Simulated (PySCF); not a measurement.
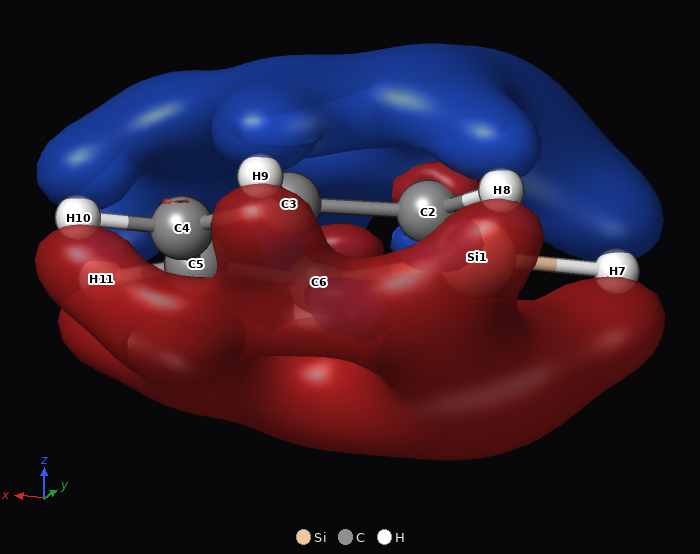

Figure. C5H6Si, SMILES `[SiH]1=CC=CC=C1`. Change of the electron density in a uniform field of 0.21 V/Å, surfaces at ±0.001 e/Å³ (blue: gain, red: loss).

Computed with PySCF, B3LYP/def2-SVPD, geometry: GFN2-xTB. No frequency check shows the geometry to be a minimum.

The field was applied in both directions; the picture shows the one opposite to the script's first.

Along which Cartesian direction does the field point?

Along −z: electrons gather on the +z side, against the field.

What dipole is induced, and what polarisability does it imply?

The induced dipole is 0.58 D (along the field); α along this axis, from the fields in both directions, is 57 bohr³ (8.4 Å³).

Run time: 65 s on 1 thread of Arm Neoverse V2 (shared host), peak memory 0.81 GiB.
